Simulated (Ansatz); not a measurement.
How methods differ on CH5Si (SMILES [CH2][SiH3])

CH5Si: 7 atoms, total charge 0, spin state doublet. SMILES: `[CH2][SiH3]`. The coordinates come from a PBE0-D4/def2-TZVP relaxation.

```xyz
7

C    -0.1726   -1.1030    0.0474
Si    0.1323    0.7098   -0.0290
H    -1.1390   -1.5222    0.3085
H     0.5883   -1.8348   -0.2038
H    -0.1912    1.2566   -1.3791
H    -0.7197    1.4201    0.9618
H     1.5631    1.0056    0.2485
```

Each level gives the energy change with the C1–Si2 bond stretched from 1.840 to 4.600 Å (eV). The values are calculated.

```tsv
level	kind	program	value (eV)	less FCI/STO-3G	CPU time (all runs)
UHF/STO-3G	Hartree–Fock	Ansatz	4.25	-0.58	0.29 s
U-r2SCAN/STO-3G	meta-GGA	Ansatz	5.43	+0.60	13 s
U-r2SCAN0/STO-3G	hybrid meta-GGA	Ansatz	5.36	+0.53	15 s
UBHLYP/STO-3G	global hybrid	Ansatz	5.46	+0.63	6.2 s
UCAM-B3LYP/STO-3G	range-separated hybrid	Ansatz	5.66	+0.83	7.4 s
UB2PLYP/STO-3G	double hybrid	Ansatz	5.33	+0.50	6.8 s
UCCSD/STO-3G	coupled cluster or CI	Ansatz	4.82	-0.01	0.59 s
FCI/STO-3G	exact in the basis	Ansatz	4.83	0.00	59 s
```

FCI/STO-3G is exact within its basis and frozen core, so for wave-function methods in that basis the difference is their error; functionals converge differently with the basis, so for them it is only a difference. The first shape isn't each level's own minimum. The values span 4.25 to 5.66 eV. Spin contamination of the reference (⟨S²⟩ at least 0.1 too high) touches UHF/STO-3G, U-r2SCAN/STO-3G, U-r2SCAN0/STO-3G, UBHLYP/STO-3G, UCAM-B3LYP/STO-3G, UB2PLYP/STO-3G, UCCSD/STO-3G. All rows use very small basis sets, so none should be taken for the real molecule's value. In so small a basis fixed costs decide the times, and correlated methods can beat functionals. CPU times are rough (shared hosts, several kinds of processor and program).

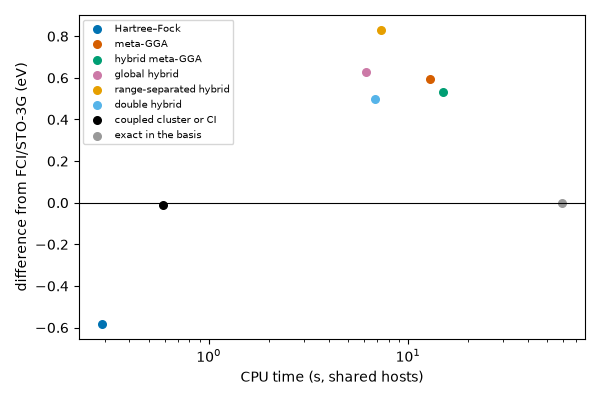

Difference from FCI/STO-3G against processor time, one point a level.
